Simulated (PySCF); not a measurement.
Bi(Br)(SiH3)2, H₆BiBrSi₂, SMILES [Br][Bi]([SiH3])[SiH3] at its PBE0/def2-SVP optimised geometry (Å):

```
10

Bi     1.6008     1.0165     0.0000
Br     1.6201     1.8881    -2.5030
Si     1.5733    -1.5194    -0.8654
H      0.5028    -1.7095    -1.8873
H      1.3283    -2.4328     0.2960
H      2.9088    -1.8329    -1.4556
Si    -1.0791     1.0165     0.0000
H     -1.5706     0.3398     1.2424
H     -1.6008     0.3008    -1.2008
H     -1.5528     2.4328     0.0000
```

Method: PBE0/def2-TZVP, def2 effective core potentials past Kr (PySCF 2.14.0). The core electrons that the potentials of Bi replace are not part of the density. Cells within 0.4 Å of a nucleus heavier than hydrogen are left out (blank, or x).

Map of the electron localisation function on the plane z = 0.0 Å:

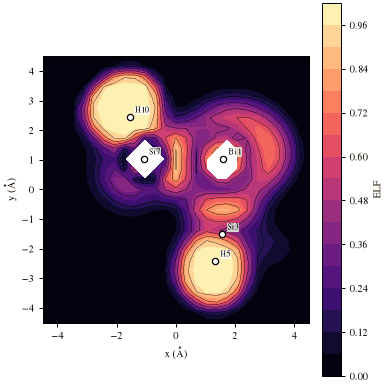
Fig. 1. Electron localisation function on the plane z = 0.0 Å.
